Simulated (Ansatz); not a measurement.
# GeH$_{3}$SBr: single-point calculation

System: GeH$_{3}$SBr.
Method: RKS PBE0-D4/def2-TZVPP (Ansatz 0.2.0).

The geometry is the reactant side of a reaction. The reaction was set up to form Br2–H4 and to break Ge1–Br2 and S3–H4 (atoms counted from 1 in the order of the input); sticks are drawn by distance alone. The geometry comes from this level: PBE0-D4/def2-TZVP.

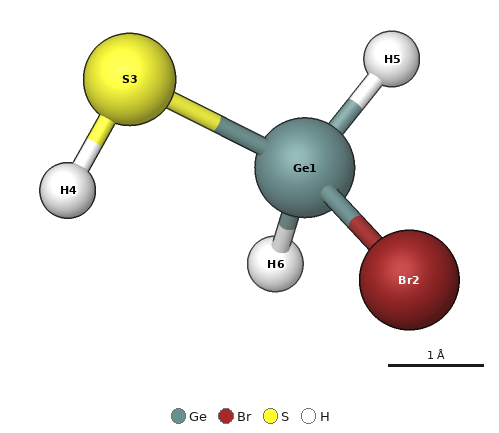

The structure (ball-and-stick view, seen at a tilt; atoms are numbered from 1 in the order of the input). Sticks mark near contacts. Bond lengths as drawn: Br–Ge 2.31 Å, Ge–H 1.53 Å, Ge–S 2.21 Å and H–S 1.34 Å.

**Summary**

```csv
quantity,value
outcome,converged
total energy,−137432.1861 eV
mean-field energy,−137432.0552 eV
dispersion energy,−0.1309 eV
SCF solution under orbital rotations,stable
HOMO,−7.77 eV
LUMO,−0.91 eV
hardware,"4 threads of Intel Xeon @ 2.50GHz, 180 GiB of memory available, shared host"
wall time,4.3 s (CPU time 15 s)
peak memory,0.55 GiB
```

**Input file**
```yaml
crystal:
  periodic: [false, false, false]
  atoms:
    - {symbol: Ge, position_ang: [-0.432560, 0.268414, 0.157123]}
    - {symbol: Br, position_ang: [-1.607770, -1.024928, -1.356594]}
    - {symbol: S, position_ang: [1.708652, 0.360878, -0.365836]}
    - {symbol: H, position_ang: [1.944041, -0.916206, -0.022094]}
    - {symbol: H, position_ang: [-0.968387, 1.698334, 0.061856]}
    - {symbol: H, position_ang: [-0.643974, -0.386492, 1.525545]}
basis:
  gaussian: {orbitals: def2-TZVPP}
hamiltonian: {xc: pbe0, dispersion: d4}
output: {orbitals: {seedname: orbitals}}
```

Run as:
```bash
ansatz run in.yaml --threads 4 --pin off --events-out ev --progress --plain --max-ram 9574MiB
```

**Output**
```
Functional definition: PBE0
  name "PBE0"
  cite "Adamo & Barone, J. Chem. Phys. 110, 6158 (1999) doi:10.1063/1.478522"
  cite "Perdew, Burke & Ernzerhof, Phys. Rev. Lett. 77, 3865 (1996) doi:10.1103/PhysRevLett.77.3865"
  parent pbe
  parameter a = 0.25
  parameter kappa = 0.804
  parameter beta = 0.06672455060314922
  exchange = (1 - a)*pbe_x(kappa = kappa, mu = beta*pi^2/3) + a*exact_x
  correlation = pbe_c(beta = beta)
1306 factors; their error is unknown
mean field evaluation 1: about -137430.6433 eV, gradient 2.2e1 eV
mean field evaluation 2: about -137430.5561 eV, gradient 2.5e1 eV
mean field evaluation 4: about -137431.3394 eV, gradient 8.3e-1 eV
mean field evaluation 8: about -137432.0550 eV, gradient 4.2e-1 eV
mean field evaluation 16: about -137432.0551 eV, gradient 6.2e-5 eV
mean field -137432.05514934 eV, -5050.5348719454 hartree, gradient 6.2e-5 eV, S^2 0.000000; 0 other end points of the search recorded, 0 dependent functions left out
reference -137432.05517671 eV, -5050.5348729512 hartree; 43, 43 occupied and 137, 137 virtual orbitals, 1306 factors
Total energy: -137432.18609281 eV, -5050.5396840292 hartree
```

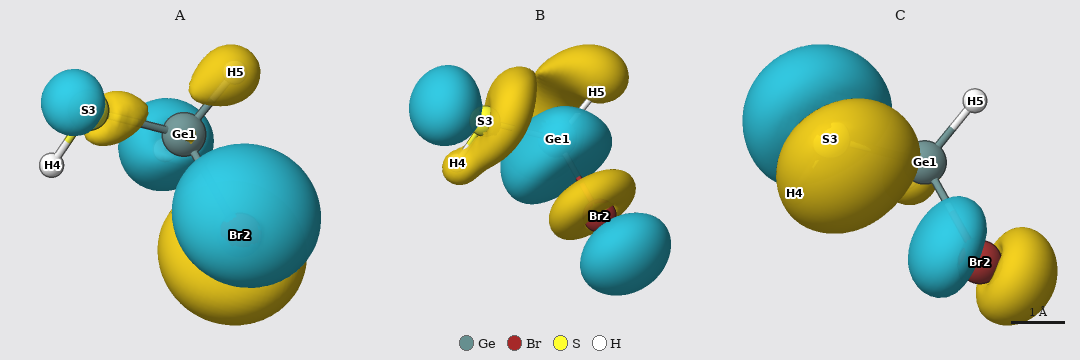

Three frontier orbitals at ±0.08 Å⁻³ᐟ² (yellow and cyan are the two phases). A is the HOMO−1 (−8.36 eV). C is the HOMO (−7.77 eV). B is the LUMO (−0.91 eV). It lies mainly on Ge1 (35 %), Br2 (30 %) and S3 (20 %). The HOMO–LUMO gap is 6.86 eV between the orbital energies.

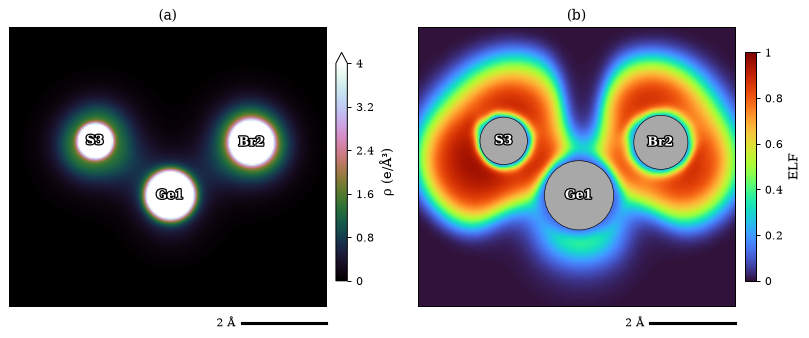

(a) total electron density; (b) electron localisation function on the plane of atoms Br2, Ge1 and S3. Grey discs, where drawn, cover atomic cores.

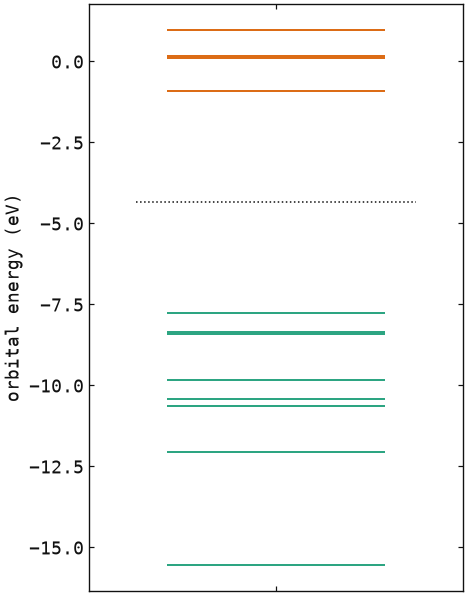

Orbital energies near the frontier; the dotted line parts filled from empty levels, and levels within 0.02 eV of each other stand side by side. Highest filled −7.77 eV, lowest empty −0.91 eV, 6.86 eV apart.
